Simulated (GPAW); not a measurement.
# UPBE-TS/dzp (scalar-relativistic datasets) run of CH3OSi (SMILES O=C[SiH2])

Wanted: a geometry optimisation of CH3OSi. 

Program for the calculation: GPAW 26.7.0.

2 further runs of the same task are left out: 1 that didn't finish, 1 set aside as unsound or not needed. Runs told in other sessions of the task aren't counted.

## Step 1: Starting point

CH3OSi has 6 atoms, charge 0, and is taken as a doublet. SMILES: `O=C[SiH2]`. The shape is that of a GFN2-xTB optimisation. The run starts from this shape.

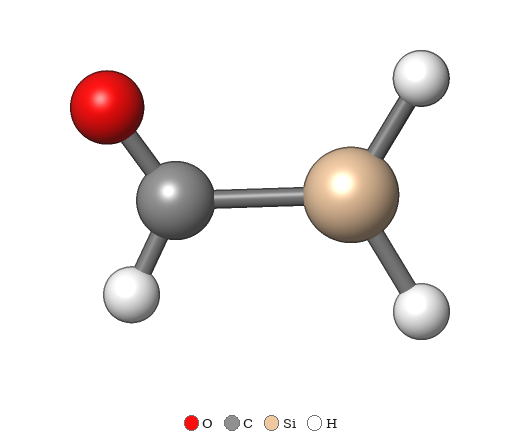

Viewed from a chosen angle; oxygen red, carbon grey, silicon light orange, hydrogen white.

## Step 2: A geometry optimisation at UPBE-TS/dzp (scalar-relativistic datasets)

Contents of run.py:

```python
from ase.calculators.vdwcorrection import vdWTkatchenko09prl
from ase.io import write
from ase.io.zmatrix import parse_zmatrix
from ase.optimize import FIRE2
from gpaw import GPAW
from gpaw.analyse.hirshfeld import HirshfeldPartitioning
from gpaw.analyse.vdwradii import vdWradii
from gpaw.mpi import world

# Geometry
atoms = parse_zmatrix("""
O
C 1 1.22987
Si 2 1.846065 1 124.06302
H 2 1.109664 1 119.28339 3 -179.94936
H 3 1.452069 2 118.85101 4 -0.02165
H 3 1.448008 5 118.5852 2 -179.86538
""")
atoms.center(vacuum=5.0)
atoms.set_initial_magnetic_moments([0.333333, 0.333333, 0.333333, 0.0, 0.0, 0.0])

# Ground state
calc = GPAW(mode='lcao',
            basis='dzp',
            h=0.22,
            xc='PBE',
            occupations={'name': 'fermi-dirac', 'width': 0.0, 'fixmagmom': True},
            maxiter=100,
            poissonsolver={'name': 'fd'},
            legacy_gpaw=True,
            txt='-')
atoms.calc = vdWTkatchenko09prl(HirshfeldPartitioning(calc), vdWradii(atoms.get_chemical_symbols(), 'PBE', world=world))

opt = FIRE2(atoms, trajectory='mol.traj')
converged = opt.run(fmax=0.05, steps=100)
print('Converged:', converged)
print(f'Final energy            {atoms.get_potential_energy():.5f} eV')
print(f'r(H4-Si2): {atoms.get_distance(4, 2):.4f} Ang')
print(f'r(Si2-C1)               {atoms.get_distance(2, 1):.4f} Ang')
write('relaxed.xyz', atoms)
```

On the command line:

```
$ python run.py > run.log
```

Standard output:

```text
[...]
    cutoffs:
[...]
  Total Charge: 0.000000
[...]
Number of atoms: 6
[...]
Number of bands in calculation: 15
Number of valence electrons: 17
[...]
iter:   1 hh:mm:ss   -28.588954        c          +0.9985
[...]
Converged after 11 iterations.
Dipole moment: (0.475791, 0.150857, -0.000126) |e|*Ang
Total magnetic moment: (0.000000, 0.000000, 0.999985)
[...]
Converged after 8 iterations.
[...]
Converged after 7 iterations.
[...]
Converged after 5 iterations.
[...]
Converged after 5 iterations.
[...]
Fermi levels: -5.13320, -3.86449
[...]
iter:   6 hh:mm:ss   -27.379528c       c -4.28c   +1.0000
Converged after 6 iterations.
Dipole moment: (0.474877, 0.135960, -0.027593) |e|*Ang
Total magnetic moment: (0.000000, 0.000000, 1.000020)
Local magnetic moments:
   0 O  ( 0.000000,  0.000000,  0.106183)
   1 C  ( 0.000000,  0.000000, -0.009087)
   2 Si ( 0.000000,  0.000000,  0.267388)
   3 H  ( 0.000000,  0.000000, -0.002555)
   4 H  ( 0.000000,  0.000000, -0.008014)
   5 H  ( 0.000000,  0.000000, -0.007941)
Energy contributions relative to reference atoms: (reference = -10992.295154)
Kinetic:        +22.500375
Potential:      -24.565727
External:        +0.000000
XC:             -25.966897
Entropy (-ST):   +0.000000
Local:           +0.652721
SIC:             +0.000000
--------------------------
Free energy:    -27.379528
Extrapolated:   -27.379528
Spin contamination: 0.057155 electrons
                   Up                     Down
 Band  Eigenvalues  Occupancy  Eigenvalues  Occupancy
    0    -25.89249    1.00000    -25.70197    1.00000
    1    -15.56022    1.00000    -15.33347    1.00000
    2    -12.96691    1.00000    -12.66931    1.00000
    3    -10.85408    1.00000    -10.75782    1.00000
    4     -9.97088    1.00000     -9.84467    1.00000
    5     -9.60325    1.00000     -9.22240    1.00000
    6     -9.10429    1.00000     -9.00762    1.00000
    7     -5.61156    1.00000     -5.44863    1.00000
    8     -5.12974    1.00000     -3.85902    0.00000
    9     -1.83457    0.00000     -1.21892    0.00000
   10     -0.52071    0.00000      0.17938    0.00000
   11      0.58123    0.00000      0.80155    0.00000
   12      0.98413    0.00000      1.21073    0.00000
   13      2.95626    0.00000      2.98227    0.00000
[...]
Fermi levels: -5.12974, -3.85902
[...]
Forces in eV/Ang:
  0 O    -0.03019    0.00298   -0.02005
  1 C     0.04460   -0.02031   -0.00229
  2 Si    0.02260   -0.01719   -0.02234
  3 H     0.00929   -0.02257    0.03548
  4 H     0.03224    0.00836   -0.03057
  5 H    -0.00361   -0.02535   -0.02008
FIRE2:   36 hh:mm:ss      -27.392927        0.049057
Converged: True
Final energy            -27.39293 eV
r(H4-Si2): 1.5004 Ang
r(Si2-C1)               1.8787 Ang
```

Wall time 6.7 min (1 thread of Arm Neoverse V1, shared host); peak memory 0.58 GiB.

The path in brief:

| step | energy from the first frame kept (eV) | largest force (eV/Å) |
| --- | --- | --- |
| 0 | 0.0000 | 1.2005 |
| 2 | -0.0561 | 0.7968 |
| 4 | -0.0724 | 0.2470 |
| 6 | -0.0745 | 0.2157 |
| 8 | -0.0758 | 0.2064 |
| 10 | -0.0771 | 0.0912 |
| 12 | -0.0776 | 0.0687 |
| 14 | -0.0780 | 0.0749 |
| 16 | -0.0788 | 0.0643 |
| 18 | -0.0795 | 0.0608 |
| 20 | -0.0802 | 0.0668 |
| 22 | -0.0812 | 0.1067 |
| 24 | -0.0825 | 0.1601 |
| 26 | -0.0847 | 0.1954 |
| 28 | -0.0881 | 0.1927 |
| 30 | -0.0931 | 0.1687 |
| 32 | -0.0978 | 0.0730 |
| 34 | -0.0986 | 0.3861 |
| 36 | -0.0999 | 0.0491 |

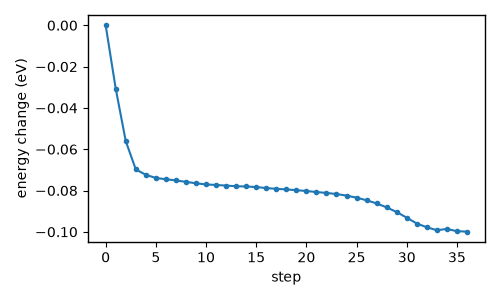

Energy along the run.

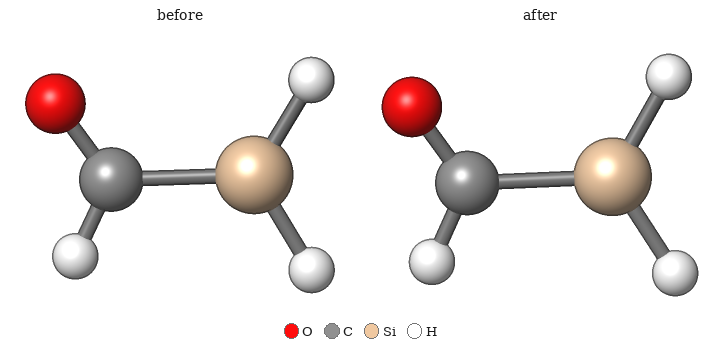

Before and after, at one scale.

After the run. Bond lengths: O1–C2 1.241 Å, C2–Si3 1.879 Å, C2–H4 1.141 Å, Si3–H5 1.500 Å, Si3–H6 1.498 Å. Angles: O1–C2–Si3 123.2°, O1–C2–H4 121.1°, Si3–C2–H4 115.7°, C2–Si3–H5 120.4°, C2–Si3–H6 121.2°, H5–Si3–H6 118.4°.

## Step 3: Outcome

Level: UPBE-TS/dzp (scalar-relativistic datasets).

| quantity | value |
| --- | --- |
| energy as printed (from the program's reference atoms) | -27.3929 eV |
| dipole moment | 2.38 D |
| HOMO energy (highest over α and β) | -5.13 eV |
| LUMO energy (lowest over α and β) | -3.86 eV |
| dispersion energy | -1.29 kJ/mol |

At the final geometry: Bond lengths: O1–C2 1.241 Å, C2–Si3 1.879 Å, C2–H4 1.141 Å, Si3–H5 1.500 Å, Si3–H6 1.498 Å. Angles: O1–C2–Si3 123.2°, O1–C2–H4 121.1°, Si3–C2–H4 115.7°, C2–Si3–H5 120.4°, C2–Si3–H6 121.2°, H5–Si3–H6 118.4°. The optimisation took 36 steps and changed the energy by -0.100 eV.
